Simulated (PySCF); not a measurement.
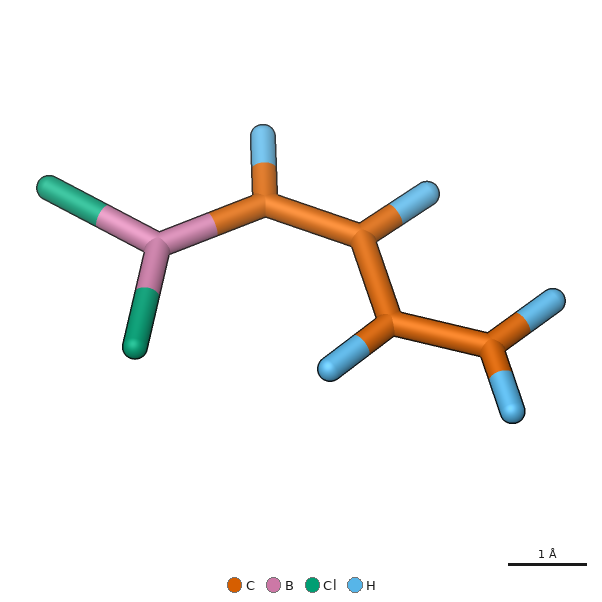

Rendered structure (stick style).

Computed geometry: PBE0-D3(BJ)/def2-SVP optimisation. No frequency run is at hand to confirm it as a minimum.

**Which formula does it have?**

C₄H₅BCl₂, 12 atoms: 4 carbon, 5 hydrogen, 1 boron and 2 chlorine.

**Name functional groups in it.**

Among them: alkene.

**What is its SMILES?**

C=C/C=C\B(Cl)Cl

The parts below concern this one geometry. Atoms keep their numbers from picture to picture.

Shape

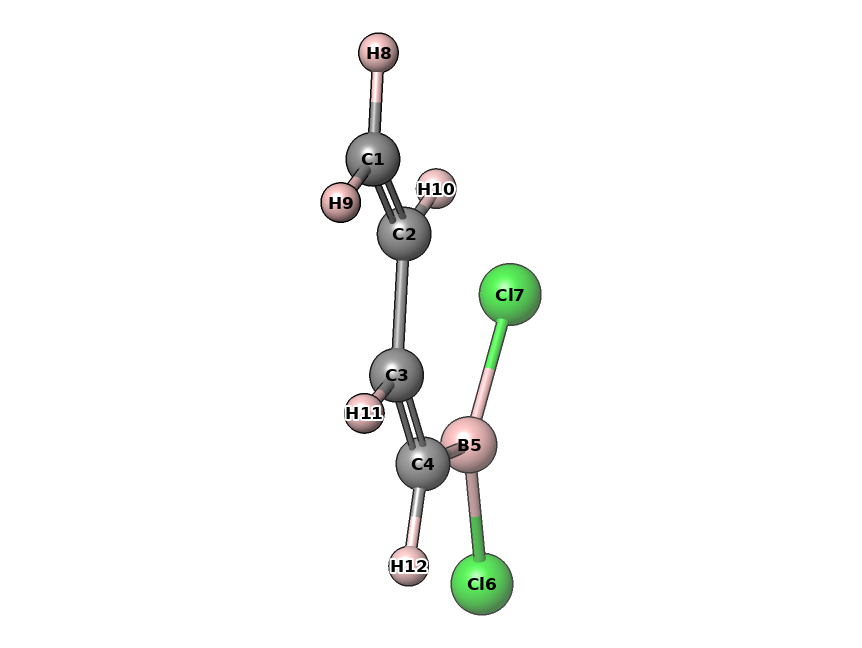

B5 lies behind C4. The molecule seen a little off the C4–B5 bond, C4 in front. Atoms fade into the background with distance from the viewer. No frequency run is at hand to confirm it as a minimum.

**What is the torsion angle C3–C4–B5–Cl6? The sign is positive where the front bond must turn clockwise to cover the back bond.**

−175°, antiperiplanar (anti).

Dipole moment

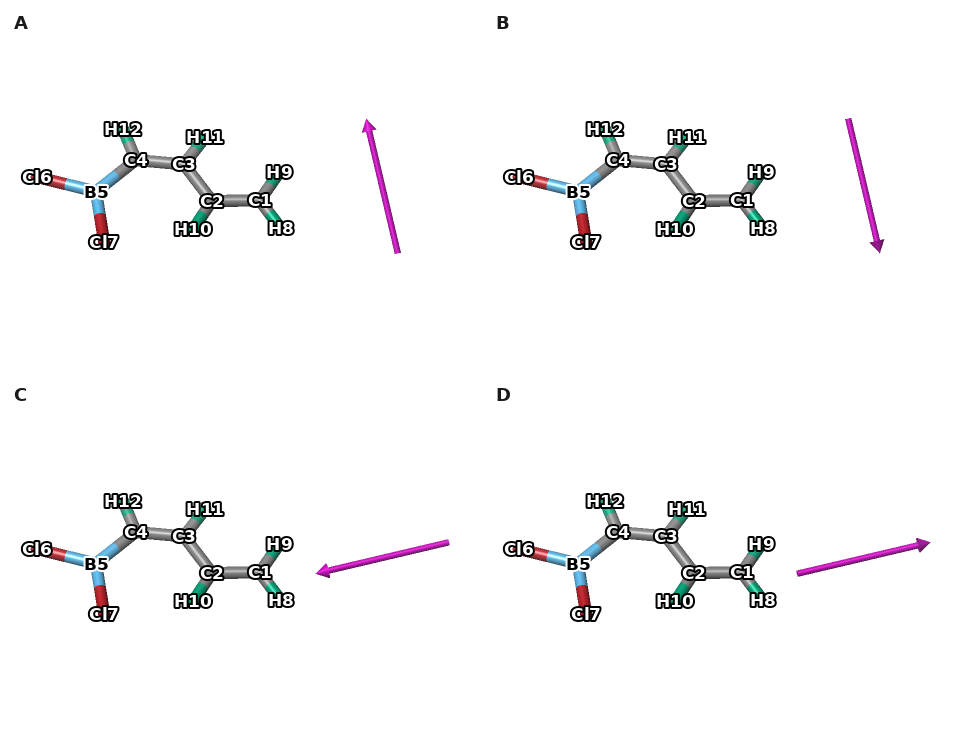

The same molecule four times, each with an arrow. No frequency run is at hand to confirm it as a minimum. Method: PBE0/def2-TZVP, gas phase (PySCF 2.14.0).

**Which arrow points along the dipole moment, from the negative to the positive end?**

D. The dipole moment is 2.72 D; it points from the side of Cl6 to the side of H9 (the outermost atoms at the two ends).

NMR shielding

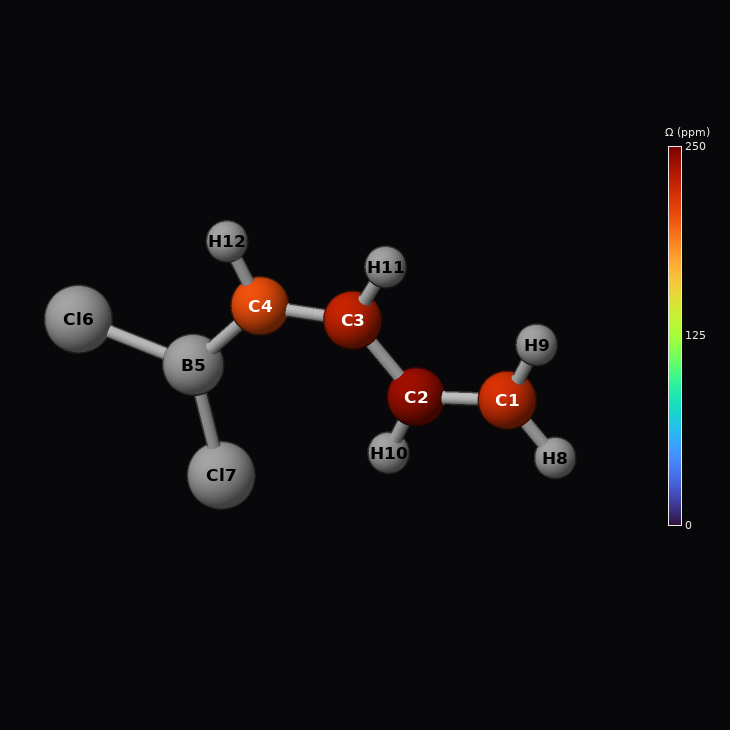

The C atoms are coloured by the span of their shielding tensor. No frequency run is at hand to confirm it as a minimum. Properties computed with GIAO PBE0/6-311+G(2d,p) NMR shielding, non-relativistic, gas phase (PySCF 2.14.0). Principal shieldings σ11 ≤ σ22 ≤ σ33, span Ω = σ33 − σ11, skew κ = 3(σiso − σ22)/Ω.

Give the shielding tensors of the C atoms.

```json
{"atom": "C1", "σ11": "−59.7", "σ22": "52.0", "σ33": "158.6", "σiso": "50.3", "Ω": "218.3", "κ": "−0.02"}
{"atom": "C2", "σ11": "−70.9", "σ22": "36.8", "σ33": "168.8", "σiso": "44.9", "Ω": "239.6", "κ": "0.10"}
{"atom": "C3", "σ11": "−87.2", "σ22": "16.5", "σ33": "138.8", "σiso": "22.7", "Ω": "226.0", "κ": "0.08"}
{"atom": "C4", "σ11": "−48.2", "σ22": "56.2", "σ33": "156.0", "σiso": "54.7", "Ω": "204.3", "κ": "−0.02"}
```

Shieldings and span in ppm.

Charges

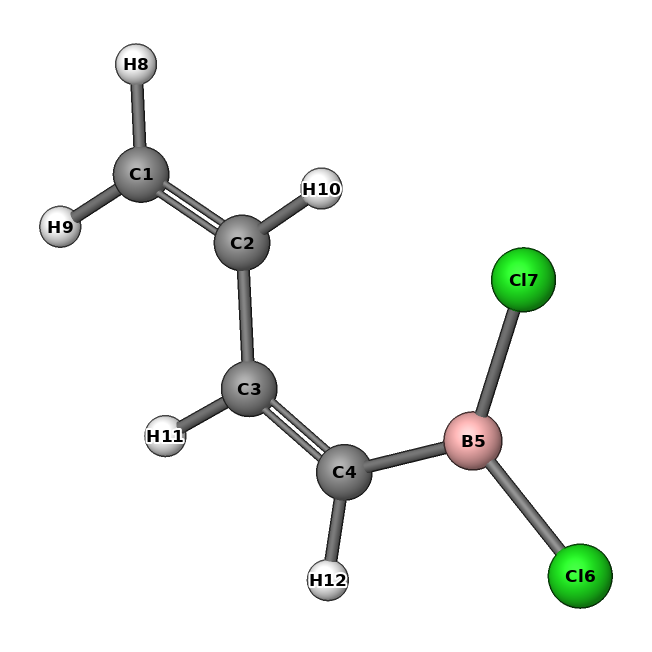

The questions are on IAO charges. No frequency run is at hand to confirm it as a minimum. Properties computed with PBE0/IGLO-III, gas phase (PySCF 2.14.0).

**Which atom carries the highest charge (most positive or least negative)?**

H12 (0.17 e).

**And the lowest?**

C4 (−0.32 e).

Give the IAO charges atom by atom.

| atom | value (e) |
| --- | --- |
| C1 | −0.28 |
| C2 | −0.14 |
| C3 | −0.06 |
| C4 | −0.32 |
| B5 | 0.14 |
| Cl6 | −0.07 |
| Cl7 | −0.06 |
| H8 | 0.16 |
| H9 | 0.15 |
| H10 | 0.16 |
| H11 | 0.15 |
| H12 | 0.17 |

Bond orders

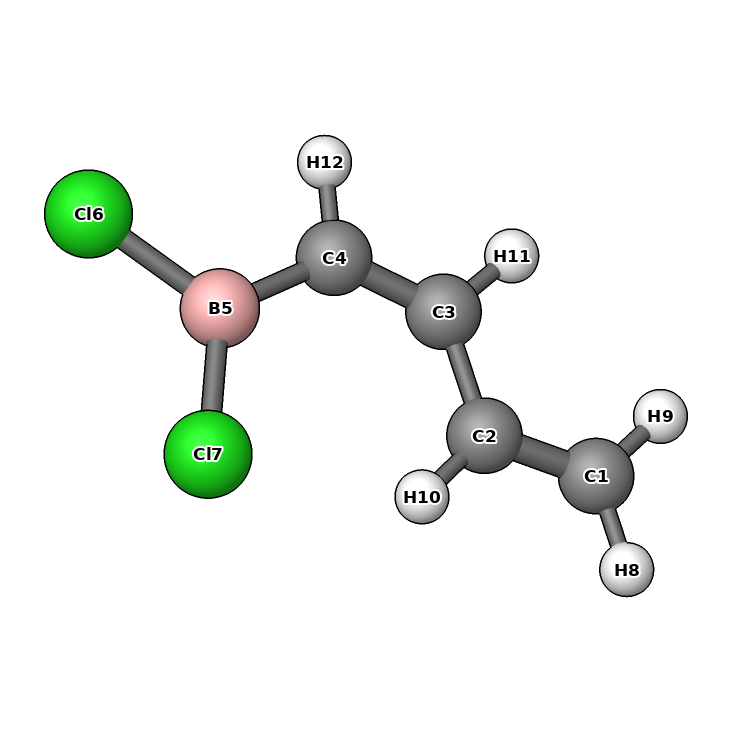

The thickness of each stick grows with its Mayer bond order. No frequency run is at hand to confirm it as a minimum. Level of theory: PBE0/cc-pVTZ (PySCF 2.14.0).

List the Mayer bond orders of C1–C2, C1–H8, C1–H9, C2–C3, C2–H10, C3–C4, C3–H11, C4–B5, C4–H12, B5–Cl6, B5–Cl7.

```csv
bond,Mayer order,length (Å)
C1–C2,1.76,1.343
C1–H8,0.97,1.093
C1–H9,0.96,1.095
C2–C3,1.08,1.449
C2–H10,0.94,1.092
C3–C4,1.65,1.359
C3–H11,0.96,1.099
C4–B5,1.16,1.537
C4–H12,0.95,1.096
B5–Cl6,1.28,1.761
B5–Cl7,1.25,1.762
```
